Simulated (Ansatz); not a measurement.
# Effort and miss along a sweep of kpoints.mp_grid.grid: BiB (C2/c, 4 atoms in the cell)

```xyz
4
Lattice="3.1125 -2.2746 0.0000 3.1125 2.2746 0.0000 -1.1297 0.0000 6.7222" Properties=species:S:1:pos:R:3 pbc="T T T"
B      1.5563     1.1373     0.0000
B      0.9914    -1.1373     3.3611
Bi     2.8301    -0.3712     1.6805
Bi     2.2652     0.3712     5.0416
```

Method of the run: PBEsol, default PAW files made with PBE (plane waves; Ansatz, a program for electronic structure).

Base settings: kpoints.mp_grid.grid = 7 7 4; kpoints.mp_grid.shift = 0.5 0.5 0.5; hamiltonian.xc = pbesol; hamiltonian.pseudopotentials = {kind: paw} (the program's default PAW files); scf.occupations.method = fermi_dirac; scf.occupations.width = 0.1 eV.

Misses are taken against the tightest run, 22 22 12, which need not be fully converged itself. The energy is the free energy per atom.

The count of work is k-points × plane waves × bands × iterations; it is no time, and leaves out set-up, grids and terms that scale otherwise. 

The starting cell was generated: these elements placed on a structure prototype, without a prior relaxation; it need not be a known phase or ordering of this composition. In the base run, with a pressure of about -7 GPa the cell is away from its equilibrium volume at this level. Ansatz's pressure includes its estimate of the finite-basis (Pulay) stress.

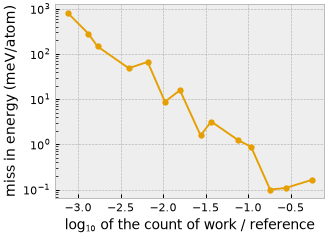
Figure. Miss against the count of work; the reference run is not drawn, and misses under 0.1 meV/atom are drawn there.

```csv
kpoints.mp_grid.grid,energy less reference (meV/atom),pressure less reference (GPa),largest difference in the force on any atom (eV/Å),count of work / reference
1 1 1,-817.02,5.09,0.251,0.00075
2 2 1,-282.94,0.57,0.804,0.0013
2 2 2,-146.85,-0.18,0.502,0.0017
3 3 2,48.40,0.32,0.276,0.0040
4 4 2,66.72,0.25,0.145,0.0066
4 4 3,8.75,-0.60,0.084,0.011
5 5 3,15.78,-0.07,0.023,0.016
6 6 4,1.58,-0.22,0.003,0.028
7 7 4,3.19,-0.08,0.032,0.037
9 9 5,1.26,0.02,0.005,0.076
10 10 6,0.88,0.00,0.010,0.11
12 12 7,0.02,-0.01,0.003,0.18
14 14 8,-0.11,0.00,0.004,0.28
18 18 10,0.16,0.01,0.001,0.56
22 22 12,0.00,0.00,0.000,1.0
```

Coarsest setting among those run that, with all tighter ones, holds the energy within 10 meV/atom of the reference: 6 6 4, off by 1.6 meV/atom; it needs 0.028 of the reference's count of work. The coarser 4 4 3 also lies inside, but a setting between leaves the range again, so that is luck.

The step from 4 4 2 to 6 6 4: it takes the miss in the energy from 67 to 1.6 meV/atom, for 4.2 times the count of work.

Keys are those of Ansatz 0.2.
